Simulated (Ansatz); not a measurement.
**Pd (fcc, Cu type), energy over volume and axial ratio**

Pd (fcc, Cu type), conventional cell a = 3.876 Å, b = 3.876 Å, c = 3.876 Å, α = 90.00°, β = 90.00°, γ = 90.00°. The calculation uses the primitive cell of 1 atom, to which meshes and values per cell refer.

The relaxed cell is deformed in two ways at once: its volume V is scaled, and at that volume it is stretched along z (the c axis of the conventional cell) so that c/a changes. Fractional atomic positions are held.

All values below come from PBEsol (plane waves to 420 eV, PAW, scalar-relativistic; Ansatz, a first-principles code). k mesh 21×21×21 (Γ-centred), Fermi-Dirac smearing 0.05 eV. E stands for the smeared free energy. With partly filled bands, the response to shear is sensitive to the k mesh, so small differences along c/a are uncertain. Pd is run without spin polarisation. Pd was relaxed with its symmetry unable to fall. The zero of ΔE is the relaxed starting cell.

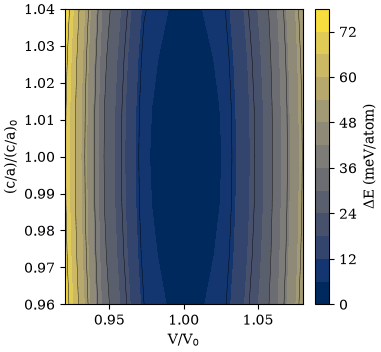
Figure. ΔE (meV/atom) over the 7×7 grid of computed points.

The shear modulus C′ = (C11 − C12)/2 (fit, atoms clamped) is 31 GPa. Highest place on the grid: V/V₀ = 0.920, (c/a)/(c/a)₀ = 1.040 (75 meV/atom). Lowest place on the grid: V/V₀ = 1.000, (c/a)/(c/a)₀ = 1.000 (0 meV/atom).

Near the relaxed cell σzz − σxx = −2Cδ (compression positive), C being this modulus and δ the logarithm of the ratio.

(A scan under strain: stresses follow from slopes of the energy per volume, elastic moduli from its curvatures.)
